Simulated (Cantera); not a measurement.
Charge: 1 mol AlCl3, 1.1 mol N2O, a varied amount of H2, held at 1000 K and 3.90 mbar.

Cantera equilibrium calculation (NASA polynomials, part measured and part estimated; ideal gas, pure solids and liquids). Candidate condensed phases: Al, AlCl3, AlN, Al2O3, H2O, NH4Cl; 45 gas species. Kinetics and transport are ignored.

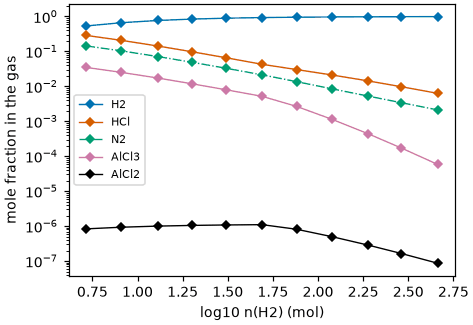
Fig. 1. Equilibrium gas composition (values under 1e-9 drawn at 1e-9)

From 5.2 mol H2 to 49 mol H2 the condensed part is Al2O3(s). From 76 mol H2 to 460 mol H2 the condensed part is AlN(s) + Al2O3(s). The main Al-bearing gas is AlCl3 throughout.
